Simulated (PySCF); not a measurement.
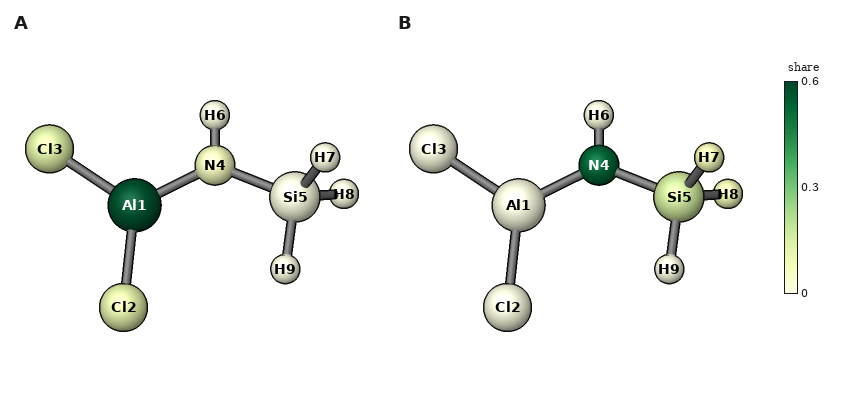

Each panel colours the atoms by their Löwdin share in one orbital (up to four of the largest shares; other atoms are shown as zero). The geometry was computed by an optimisation with PBE0-D3(BJ)/def2-SVP. No frequency run is at hand to confirm it as a minimum. Level of theory: CAM-B3LYP/def2-SVPD (PySCF 2.14.0).

The panels show the HOMO, LUMO, in some order. Which is which?

A: LUMO, −0.36 eV; Al1 0.57, Cl3 0.13, Cl2 0.11, N4 0.06
B: HOMO, −9.50 eV; N4 0.53, Si5 0.16, H8 0.08, H7 0.08
